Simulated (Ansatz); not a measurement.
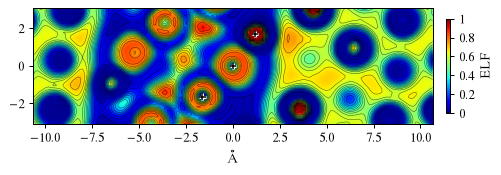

The ELF on a plane through atoms (crosses mark nuclei in the plane).

Level of theory: DFT r2SCAN, scalar-relativistic, plane waves, PAW (Ansatz 0.2.0).

Candidates:
A. Sb3S5, a = 3.86 Å, b = 3.86 Å, c = 17.15 Å, α = 90.00°, β = 90.00°, γ = 120.00°. Space group P-3m1; a generated structure, not necessarily the stable one; computed without spin polarisation.
B. Li3ZrO, a = 3.17 Å, b = 3.17 Å, c = 20.35 Å, α = 90.00°, β = 90.00°, γ = 120.00°. Space group P-3m1; a generated structure, not necessarily the stable one.

### Which candidate gave the map?

Candidate B: Li3ZrO on the (111) plane of the conventional cell, which holds Li, Zr and O. Li–O (2.07 Å): the ELF peaks at about 0.85 in the valence shell of O, 0.6 Å from its nucleus, and is about 0.55 at the midpoint. Zr–O (2.30 Å): the ELF peaks at about 0.80 in the valence shell of O, 0.6 Å from its nucleus, and drops to about 0.15 between the two atoms; no shared electron pair shows on this line.
